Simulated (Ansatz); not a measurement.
Base system: SnS2 in the CdI2 type structure (space group P-3m1, No. 164; a = 3.626 Å, c = 5.573 Å; layered, stacked along the Cartesian z axis).

Structures relaxed with Ansatz (a first-principles code) PBEsol-D3(BJ), no spin-orbit coupling.

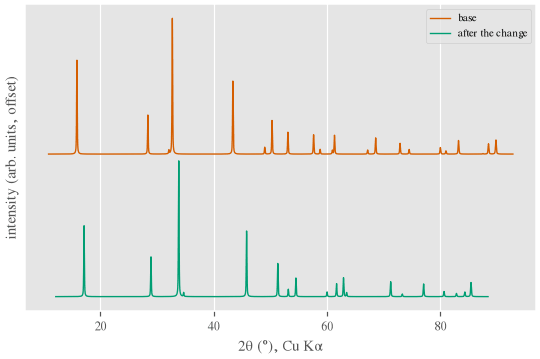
Figure. Simulated powder patterns before (top) and after one change

### Question
Which change produced these results?
A) pressure 50 GPa
B) pressure −2 GPa
C) pressure 15 GPa
D) pressure 7 GPa

### Answer
D, pressure 7 GPa. Its volume per atom is 18.89 Å³ against 21.15 Å³, and its space group is P-3m1 (No. 164).

The mesh was chosen for an insulator and is coarse for the gapless case. Load acts through the strain it causes; cell and atoms are relaxed under it. Whether these cells are dynamically stable was not tested. No other phases were tried under pressure. The final runs are not spin-polarised.
